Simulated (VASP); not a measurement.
Band structure of GeS2 (relaxed from the baddeleyite structure, space group P2_1/c). These are PBEsol GGA, VASP's PBE PAW potentials (set 64) (plane waves; VASP 6.6.1) values and carry that method's errors.

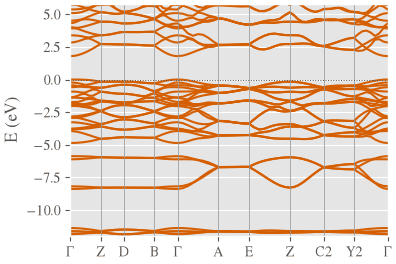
Fig. 1. Bands along high-symmetry lines, zero at the valence-band maximum or, without a gap, the Fermi level

Q: Read the plot: is there a gap, and where are the band edges?

A: The gap is direct, 1.79 eV, from the valence maximum at Γ to the conduction minimum at Γ. (Edges off the drawn lines would not show.)

The structure was generated: GeS2 was put into the baddeleyite type (P2_1/c), which need not be its known phase. It was relaxed first, which changed the volume by +63 %.
